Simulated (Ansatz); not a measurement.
# CH₅AlBNO: one species, many methods

Aim: compute CH₅AlBNO with functionals from several rungs and with coupled cluster. The yardstick is the atomisation energy at the CCSD(T) limit.

Computed with Ansatz 0.2.0, Gaussian basis. Level: functionals in def2-TZVPP, the program's frozen cores in correlated methods.

The runs, in order: LDA (SPW92), PBE-D4, revPBE-D4, BLYP-D4, r2SCAN-D4, B97M-V, PBE0-D4, B3LYP-D4, r2SCANh-D4, r2SCAN0-D4, HSE06-D4, BHLYP-D4, CAM-B3LYP-D4, LC-ωPBE, ωB97X-V, ωB97M-V, B2PLYP, PBE-QIDH; CCSD(T)/def2-SVP; CCSD(T)/def2-TZVPP; MP2/def2-QZVPP; extrapolation to the limit; RPA on PBE.

## (1) The geometry

An earlier PBE0-D4 in a triple-zeta def2 set relaxation fixed the geometry.

SMILES `B[N]1[AlH][CH]1O`, 10 atoms, charge 0, spin multiplicity 1.

Atoms are counted from 1 here; the program's logs count them from 0.

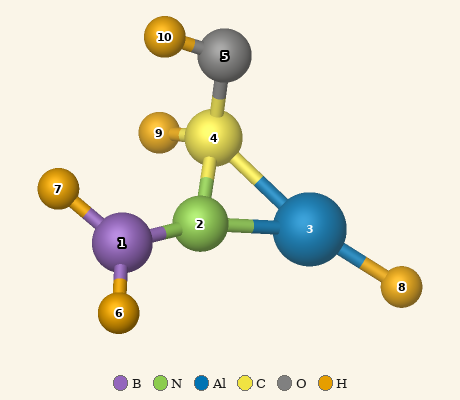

The structure; boron purple, nitrogen green, aluminium blue, carbon yellow, oxygen grey, hydrogen amber; atoms are numbered from 1 in the order of the file.

## (2) LDA

This LDA is Slater exchange with PW92 correlation.

in.yaml

```yaml
crystal:
  periodic: [false, false, false]
  atoms:
    - {symbol: B, position_ang: [0.245453, 1.320551, 0.921842]}
    - {symbol: N, position_ang: [-0.091655, 0.017365, 0.566631]}
    - {symbol: Al, position_ang: [-0.491084, -1.702752, 0.600968]}
    - {symbol: C, position_ang: [-0.343008, -0.465977, -0.852466]}
    - {symbol: O, position_ang: [0.789750, -0.503120, -1.663138]}
    - {symbol: H, position_ang: [0.417287, 1.601401, 2.075931]}
    - {symbol: H, position_ang: [0.358800, 2.164601, 0.067369]}
    - {symbol: H, position_ang: [-0.645102, -2.964883, 1.522569]}
    - {symbol: H, position_ang: [-1.167941, 0.082603, -1.313998]}
    - {symbol: H, position_ang: [1.010500, 0.399211, -1.922808]}
basis:
  gaussian: {orbitals: def2-TZVPP}
hamiltonian: {xc: lda}
output: {orbitals: {seedname: orbitals}}
```

The run is started by

```sh
$ ansatz run in.yaml --threads 2 --pin off --events-out ev --progress --plain --max-ram 4352MiB
```

After this run come: PBE-D4 (GGA); revPBE-D4 (GGA); BLYP-D4 (GGA); r2SCAN-D4 (meta-GGA); B97M-V (meta-GGA); PBE0-D4 (hybrid); B3LYP-D4 (hybrid); r2SCANh-D4 (hybrid); r2SCAN0-D4 (hybrid); HSE06-D4 (hybrid); BHLYP-D4 (hybrid); CAM-B3LYP-D4 (range-separated); LC-ωPBE (range-separated); ωB97X-V (range-separated); ωB97M-V (range-separated); B2PLYP (double hybrid); PBE-QIDH (double hybrid); CCSD(T) in def2-SVP; CCSD(T) in def2-TZVPP; MP2 in def2-QZVPP; RPA on PBE orbitals.

**Question.** What will the summary of the whole plan be? Wanted: atomisation energy, CCSD(T)/CBS; farthest beyond LDA; mean size of error, GGA; mean size of error, meta-GGA; mean size of error, hybrid; mean size of error, range-separated; mean size of error, double hybrid; gap, smallest and largest; T1 diagnostic.

As calculated:

| quantity | value |
| --- | --- |
| atomisation energy, CCSD(T)/CBS | 3523.1 kJ/mol |
| functionals within 17.6 kJ/mol (0.5 %) | revPBE-D4, PBE0-D4, r2SCANh-D4, LC-ωPBE |
| farthest beyond LDA | BHLYP-D4 (-114.5 kJ/mol) |
| mean size of error, GGA | 47.0 kJ/mol |
| mean size of error, meta-GGA | 28.5 kJ/mol |
| mean size of error, hybrid | 37.2 kJ/mol |
| mean size of error, range-separated | 26.2 kJ/mol |
| mean size of error, double hybrid | 23.3 kJ/mol |
| gap, smallest and largest | 3.25 eV (LDA (SPW92)), 10.09 eV (LC-ωPBE) |
| T1 diagnostic | 0.0138 |
| triples share of the correlation energy | 4.1 % |

In words: The LDA atomisation energy is off by 584.1 kJ/mol (17 %): it overbinds. PBE-D4 misses by +106.4 kJ/mol. Double hybrids carry the basis error of their MP2 part in triple zeta, and no dispersion term here, so their miss is partly the set-up's. Taken by rung, double hybrid functionals do best (23.3 kJ/mol on average) and GGA ones worst beyond LDA (47.0 kJ/mol). The gap between the best rungs is small, so their order is not settled. The reference freezes the cores and leaves out relativity and excitations past (T), so misses under about 17.6 kJ/mol can't be ranked. Hartree-Fock recovers 69 % of the binding; the rest is correlation. CCSD(T) in def2-SVP is off by -206.3 kJ/mol, more than most functionals: a good method in a small basis is no reference. The gap grows from 3.3 to 10.1 eV across the functionals, mostly with the share of exact exchange.
